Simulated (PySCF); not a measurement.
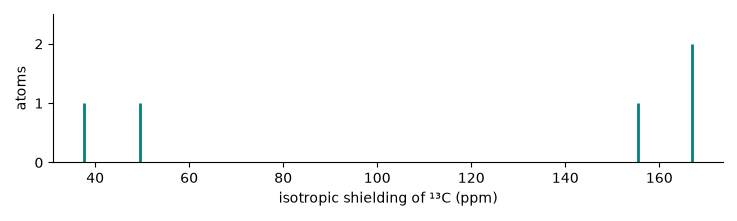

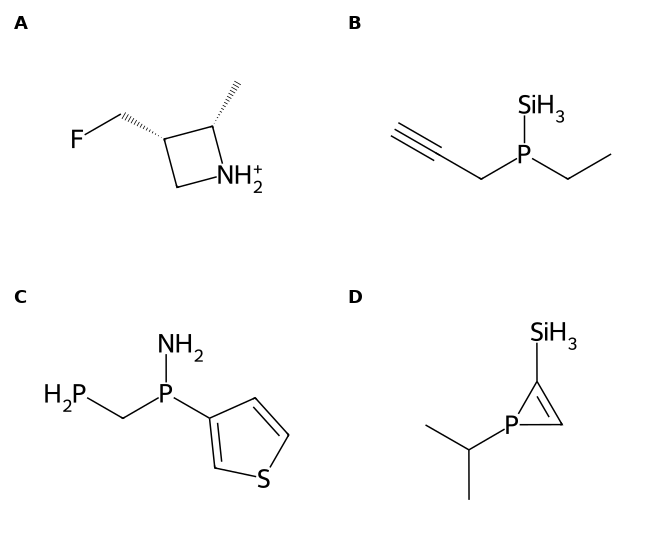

The sticks are computed shieldings of one of the molecules, for one fixed geometry (GFN2-xTB) without averaging over rotations. Low shielding means a high chemical shift. Method: GIAO PBE0/pcSseg-1 NMR shielding, non-relativistic, gas phase (PySCF 2.14.0).

Which molecule gives this pattern?

D, `CC(C)P1C=C1[SiH3]`. Its 5 C atoms give lines at 37.5, 49.6, 155.5, 167.0 (2 atoms) ppm.

The geometry is semi-empirical. Around P, Si such bond lengths and angles can be off by a tenth of an ångström or more and by several degrees, and values that hang on the shape move with them.
